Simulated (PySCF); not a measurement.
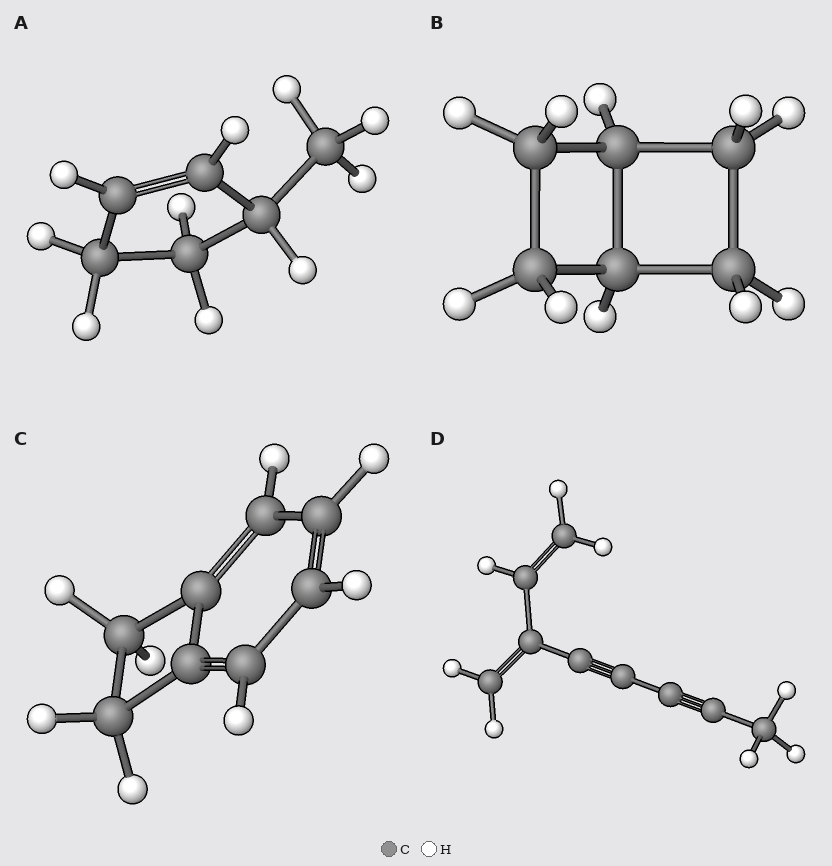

Figure made from data computed with PySCF.

Which panel belongs to which SMILES?
(1) C=CC(=C)C#CC#CC
(2) c1ccc2c(c1)CC2
(3) C1C[C@H]2CC[C@@H]12
(4) C[C@H]1C=CCC1

Answer. A is (4), B is (3), C is (2), D is (1).
